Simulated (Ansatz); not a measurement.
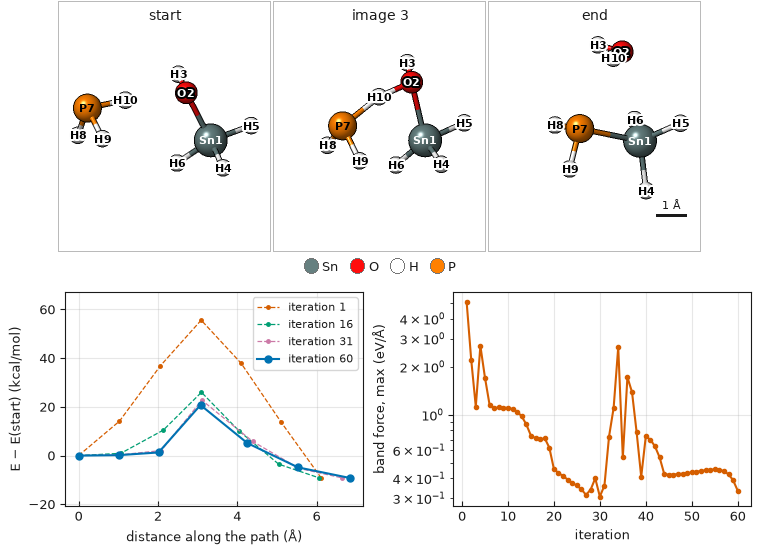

A search for the minimum-energy path of SnPH₇O, made up at the start of SnH4O and PH3 by the nudged elastic band. Images are numbered from 0 (start) to 6 (end). The plot follows the band through its iterations. A ball-and-stick model, seen at a tilt.

Method: RKS PBE/def2-SVP in Ansatz. Settings: 5 movable images; climbing image from the first iteration; force threshold 0.05 eV/Å; iteration limit 60; optimiser FIRE; starting path through a guess of the saddle point.

Q: Did the band converge, and can the barrier be trusted?

A: The result isn't final. The band hadn't converged when the run stopped after 60 iterations. The largest component of the band force went from 5.1 to 0.34 eV/Å. The barrier read from it is provisional, though the highest image hardly moved in the last two iterations. The first iteration put the highest image at 55.6 kcal/mol. The energy climbs by 20.8 kcal/mol to image 3 and then falls by 29.9 kcal/mol, so the end point sits at −9.2 kcal/mol.

Limits of the set-up: the start holds two separate molecules, 2.3 Å apart at their closest, whose relative position is a soft coordinate and is computed without a dispersion correction.

Cost: 6.7 min on 2 threads of Arm Neoverse V1, on a shared host, peak memory 0.14 GiB.
